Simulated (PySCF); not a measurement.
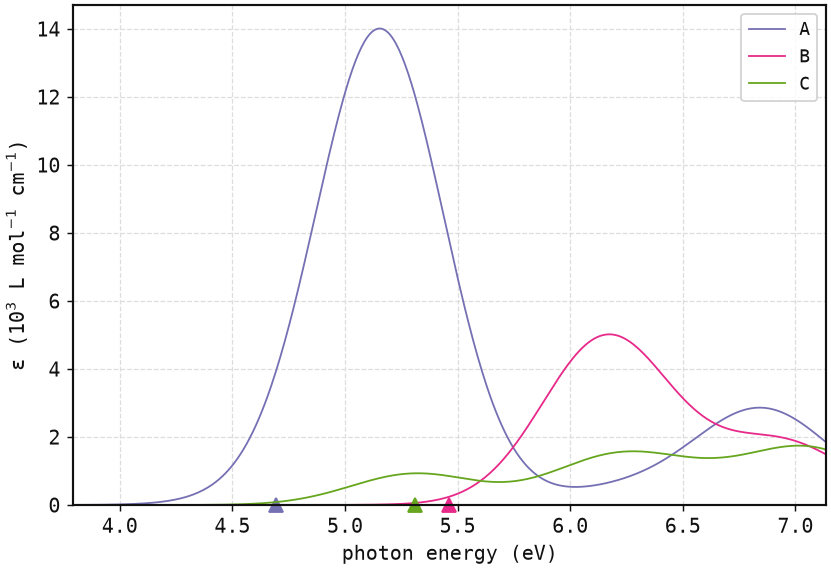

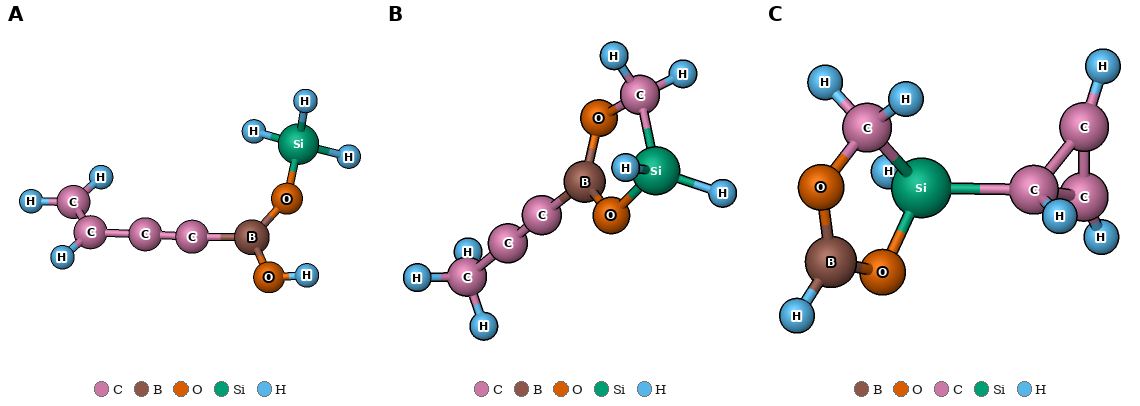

Related molecules: A is C₄H₇BO₂Si, SMILES C=CC#CB(O)O[SiH3]; B is C₄H₇BO₂Si, SMILES CC#CB1OC[SiH2]O1; C is C₄H₇BO₂Si, SMILES B1OC[Si@@H](C2C=C2)O1. Vertical TDDFT absorption, PBE0/def2-SVPD with PySCF 2.14.0, at a GFN2-xTB geometry (no frequency check); Gaussians of 1/e half-width 0.40 eV, triangles mark S1, and the range ends where the computed states of one molecule run out.

**How does the lowest singlet move?**

A: 4.69 eV (f = 0.007, mainly HOMO−1 → LUMO (92 %)); B: 5.46 eV (f = 0.000, mainly HOMO → LUMO (98 %)); C: 5.31 eV (f = 0.023, mainly HOMO → LUMO (96 %)). From A to B it shifts 0.77 eV to the blue; the leading orbital pair differs. From A to C it shifts 0.62 eV to the blue; the leading orbital pair differs.

**And the brightest state of each within the range drawn?**

A: S2 at 5.16 eV, f = 0.34; B: S2 at 6.16 eV, f = 0.12; C: S2 at 6.16 eV, f = 0.03.

Limits of at least one run: core orbitals are frozen in the response; one conformer of a flexible molecule; the tight-binding geometry is rougher than a DFT one and adds to the error.
